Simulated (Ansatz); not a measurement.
# HfC (P6_3/mmc): equation of state with a fit, by script

Where is the equilibrium volume of HfC (P6_3/mmc), and how stiff is it? The task is an equation of state with a fit, for HfC (P6_3/mmc).

All numbers are computed with Ansatz 0.2.0 through its Python package. Level of theory: DFT LDA, plane waves, PAW.

## (1) The system

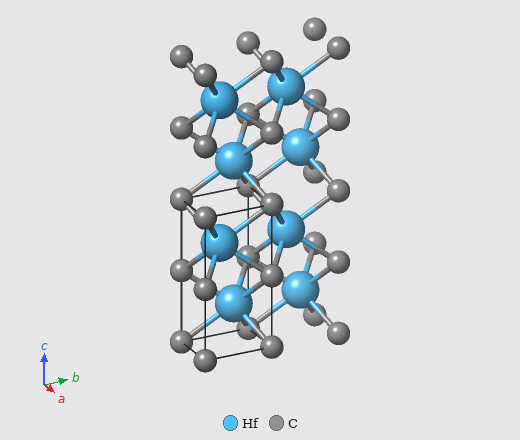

The structure that the script starts from, seen slightly off an axis (hafnium blue, carbon grey). 1×2×2 cells are drawn. Atoms on cell faces are repeated.

The script holds or builds the structure itself.

## (2) The code

hfc.py reads:

```python
'''Equation of state of HfC.'''

import ansatz as az
import numpy as np
from pymatgen.analysis.eos import EOS

vectors0 = np.array([
    [3.342866, 0.0, 0.0],
    [-1.671433, 2.895007, 0.0],
    [0.0, 0.0, 5.202714],
])
sites = [
    ('Hf', (2 / 3, 1 / 3, 0.75)),
    ('Hf', (1 / 3, 2 / 3, 0.25)),
    ('C', (0.0, 0.0, 0.0)),
    ('C', (0.0, 0.0, 0.5)),
]


def on_lattice(cell):
    crystal = az.Crystal(lattice=az.Lattice.of(cell))
    for symbol, position in sites:
        crystal = crystal.atom(symbol, position)
    return crystal


def main() -> None:
    # scale the volume, keep shape and fractions
    volumes, energies = [], []
    for scale in np.linspace(0.88, 1.12, 7):
        cell = vectors0 * scale ** (1 / 3)
        model = (
            on_lattice(cell).calculation()
            .functional(az.Functional.LDA)
            .pseudopotentials('paw')
            .occupations('gaussian', width=100 * az.meV)
            .basis(500)
            .kpoints(8, 8, 5)
        )
        summary = model.run(threads=1).report
        volumes.append(abs(np.linalg.det(cell)) / len(sites))
        energies.append(summary['free_energy_ev'] / len(sites))
        print(f'V = {volumes[-1]:8.4f} A^3/atom  F = {energies[-1]:.5f} eV/atom')

    for form in ['murnaghan', 'pourier_tarantola', 'vinet']:
        fit = EOS(eos_name=form).fit(volumes, energies)
        print(f'{form:18s} V0 {fit.v0:8.4f} A^3/atom  B0 {fit.b0_GPa:7.1f} GPa  B1 {fit.b1:5.2f}')


if __name__ == '__main__':
    main()
```

## (3) The calls as engine input

The package turns the script's settings into the engine's input (first run):

```yaml
crystal:
  lattice:
    - [3.203414906380008, 0.0, 0.0]
    - [-1.601707453190004, 2.774238805227152, 0.0]
    - [0.0, 0.0, 4.985677434043709]
  atoms:
    - { symbol: Hf, position: [0.6666666666666666, 0.3333333333333333, 0.75] }
    - { symbol: Hf, position: [0.3333333333333333, 0.6666666666666666, 0.25] }
    - { symbol: C, position: [0.0, 0.0, 0.0] }
    - { symbol: C, position: [0.0, 0.0, 0.5] }
basis:
  ecutwfc: 500.0
kpoints:
  mp_grid:
    grid: [8, 8, 5]
hamiltonian:
  xc: lda
  pseudopotentials:
    kind: paw
scf:
  occupations:
    method: gaussian
    width: 0.1
```

## (4) The run

Started as:

```
> python hfc.py
```

What it wrote:

```text
V =  11.0770 A^3/atom  F = -7860.69481 eV/atom
V =  11.5805 A^3/atom  F = -7860.74156 eV/atom
V =  12.0840 A^3/atom  F = -7860.74824 eV/atom
V =  12.5875 A^3/atom  F = -7860.72253 eV/atom
V =  13.0910 A^3/atom  F = -7860.67065 eV/atom
V =  13.5945 A^3/atom  F = -7860.59762 eV/atom
V =  14.0980 A^3/atom  F = -7860.50756 eV/atom
murnaghan          V0  11.9206 A^3/atom  B0   259.9 GPa  B1  4.27
pourier_tarantola  V0  11.9245 A^3/atom  B0   260.2 GPa  B1  3.92
vinet              V0  11.9236 A^3/atom  B0   260.2 GPa  B1  4.00
```

Wall time 12 s (1 thread of Intel Xeon 6975P-C (Granite Rapids), shared host); peak memory 0.53 GiB.

## (5) What changed from run to run

The engine's inputs for some of the other runs:

Run 3, against run 1:

```diff
@@ -3,3 +3,3 @@
-    - [3.203414906380008, 0.0, 0.0]
-    - [-1.601707453190004, 2.774238805227152, 0.0]
-    - [0.0, 0.0, 4.985677434043709]
+    - [3.2976865968275204, 0.0, 0.0]
+    - [-1.6488432984137602, 2.8558804874684927, 0.0]
+    - [0.0, 0.0, 5.132398434435271]
```

Run 4, against run 1:

```diff
@@ -3,3 +3,3 @@
-    - [3.203414906380008, 0.0, 0.0]
-    - [-1.601707453190004, 2.774238805227152, 0.0]
-    - [0.0, 0.0, 4.985677434043709]
+    - [3.342866, 0.0, 0.0]
+    - [-1.671433, 2.895007, 0.0]
+    - [0.0, 0.0, 5.202714]
```

Run 5, against run 1:

```diff
@@ -3,3 +3,3 @@
-    - [3.203414906380008, 0.0, 0.0]
-    - [-1.601707453190004, 2.774238805227152, 0.0]
-    - [0.0, 0.0, 4.985677434043709]
+    - [3.3868561236107406, 0.0, 0.0]
+    - [-1.6934280618053703, 2.93310356617524, 0.0]
+    - [0.0, 0.0, 5.27117861448689]
```

## (6) Run by run

One row for each of the 7 runs:

| run | volume (Å³/atom) | energy from run 3 (meV/atom) | SCF cycles | CPU time (s) |
| --- | --- | --- | --- | --- |
| 1 | 11.077 | 53.42 | 7 | 1.4 |
| 2 | 11.580 | 6.67 | 7 | 1.3 |
| 3 | 12.084 | 0.00 | 7 | 1.3 |
| 4 | 12.587 | 25.71 | 8 | 1.5 |
| 5 | 13.091 | 77.59 | 7 | 1.6 |
| 6 | 13.594 | 150.61 | 7 | 1.6 |
| 7 | 14.098 | 240.67 | 7 | 1.6 |

Energies are free energies F = E - TS of the smeared occupations. 

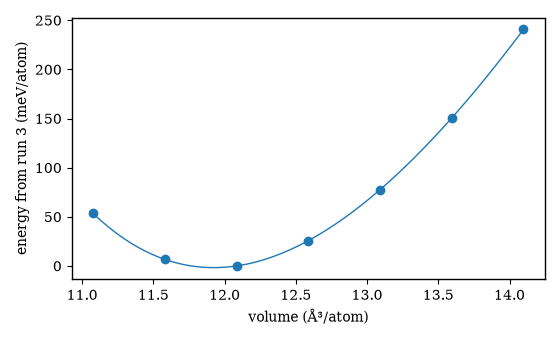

Energy against volume; the line is a third-order Birch-Murnaghan fit.

## (7) Summary of results

```
                      quantity            value
                 runs compared                7
               range of energy  240.67 meV/atom
lowest point, volume (Å³/atom)           12.084
      equilibrium volume (fit)    11.92 Å³/atom
            bulk modulus (fit)          260 GPa
```

In words: A third-order Birch-Murnaghan fit through the 7 points has its minimum at 11.92 Å³ an atom, 5.3 % below the typed cell, with a bulk modulus of 260 GPa and dB/dP = 4.1. From that minimum the energy rises by 55.1 meV an atom on the compressed side and 242.4 meV on the expanded side. Shape and fractional positions are held along the curve, so the bulk modulus is an upper value where they are free to relax. The mesh is modest for a metal, so energies can be off by several to tens of meV an atom and pressures by half a GPa or more; differences at equal mesh fare better. Spin-orbit coupling, which matters for elements this heavy, is left out. This cell is a computed structure, which may not be the phase found in nature.
